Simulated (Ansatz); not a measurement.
Cl3FH3HfN

The calculation's input:

```
crystal:
  periodic: [false, false, false]
  atoms:
    - { symbol: Hf, position_ang: [0.141641, 0.019653, -0.100698] }
    - { symbol: F, position_ang: [0.18096, -0.127159, 1.845971] }
    - { symbol: Cl, position_ang: [2.374796, 0.037507, -0.791261] }
    - { symbol: Cl, position_ang: [-0.777688, 2.047379, -0.857917] }
    - { symbol: Cl, position_ang: [-0.833751, -1.858849, -1.124039] }
    - { symbol: "N", position_ang: [-2.836927, -0.045852, 1.545257] }
    - { symbol: H, position_ang: [-2.957795, -0.78047, 0.839718] }
    - { symbol: H, position_ang: [-2.867574, 0.877881, 1.100411] }
    - { symbol: H, position_ang: [-1.933962, -0.170089, 2.049957] }
basis:
  gaussian: { orbitals: def2-SVP }
hamiltonian:
  xc: pbe
relax:
  f_tol: 0.03
  max_steps: 50
output:
  orbitals: {}
```

Launched as:

```sh
ansatz run input.yaml --threads 4 --pin off --max-ram 5120MiB --backend cpu --events-out ev --progress --plain --runs-dir out
```

The fields are those of the run's last geometry, not of the input's.

Core potentials replace the inner electrons of Hf.

Computed with Ansatz, RKS PBE/def2-SVP.

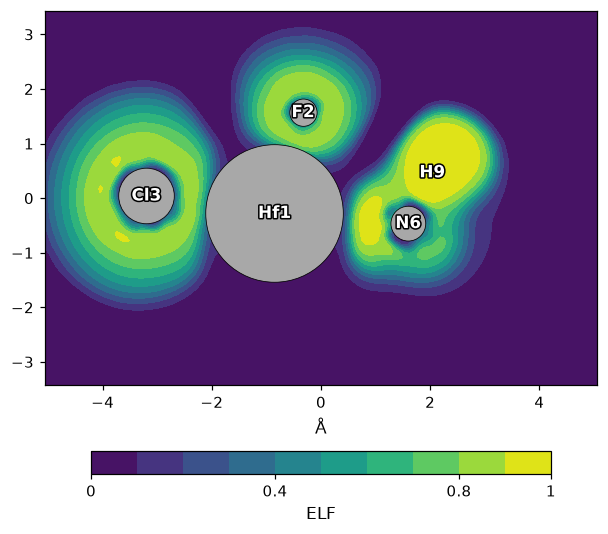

Figure 1. Electron localisation function on the plane of atoms F2, Hf1 and Cl3. Grey discs cover the atomic cores.

Q: Describe what can be read from this map.

A:
- The section cuts through Hf, F, Cl, N and H sites.
- Hf–F (1.92 Å): the ELF peaks at about 0.85 in the valence shell of F, 0.5 Å from its nucleus, and drops to about 0.25 between the two atoms.
- Hf–Cl (2.37 Å): the ELF peaks at about 0.85 in the valence shell of Cl, 0.8 Å from its nucleus, and is about 0.30 at the midpoint.
- Hf–N (2.46 Å): the ELF peaks at about 0.95 in the valence shell of N, 0.7 Å from its nucleus, and is about 0.20 at the midpoint.
- N–H (1.03 Å): the ELF climbs to about 1 towards the hydrogen, as it does in any bond to H; an ordinary covalent bond to hydrogen.

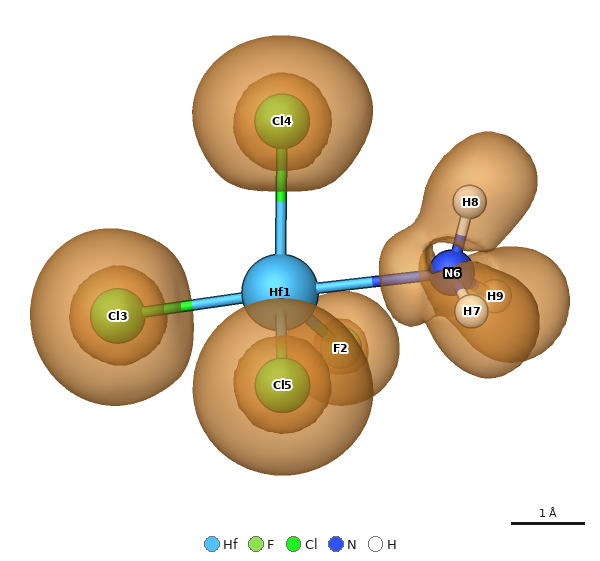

Figure 2. Isosurface of the electron localisation function at 0.75 (orange), seen at a tilt. Core shells and regions of very low density are left out.

Q: What do the ELF domains correspond to?

A: The surface consists of three regions wrapped around Cl (the valence shell of each), one region wrapped around F (its valence shell) and one joined region spread over several atoms (H, N), in which their bonds and any lone pairs are merged.

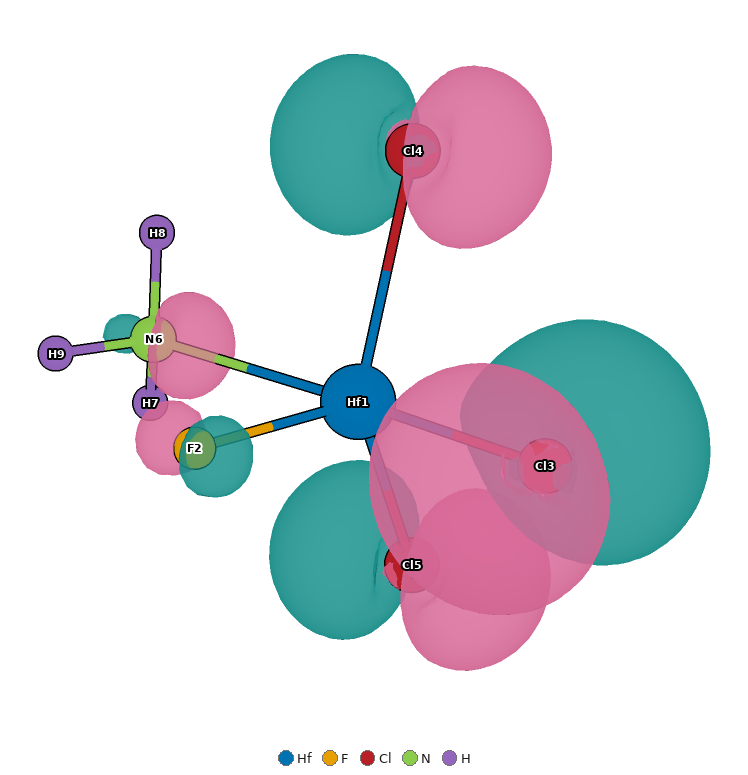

Figure 3. The HOMO−1 at ±0.1 Å⁻³ᐟ² (teal and pink are the two phases), seen at an oblique angle.

Q: What is the character of this orbital?

A: By Hirshfeld shares it lies mainly on Cl3 (about 60 %), Cl4 (about 15 %) and Cl5 (about 15 %). Its energy is −7.44 eV.

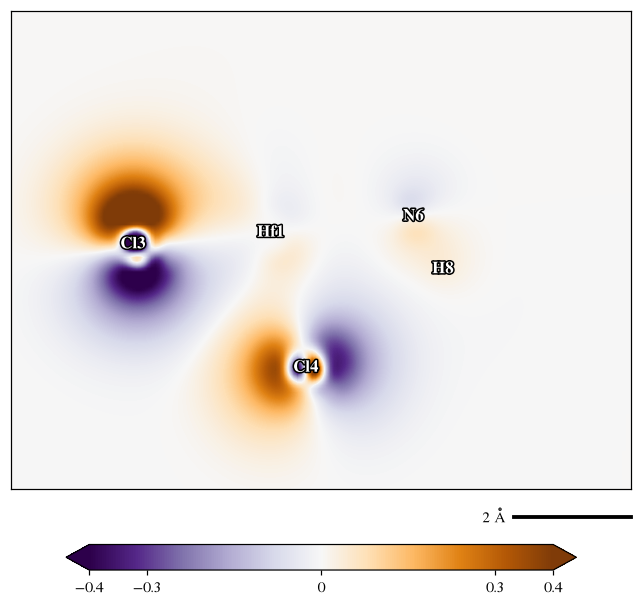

Figure 4. The HOMO on the plane of atoms Cl4, Hf1 and N6 (values in Å⁻³ᐟ²; the overall sign is arbitrary).

Q: What is the character of this orbital?

A: By Hirshfeld shares it lies mainly on Cl3 (about 60 %), Cl4 (about 20 %) and Cl5 (about 20 %). Its energy is −7.35 eV.
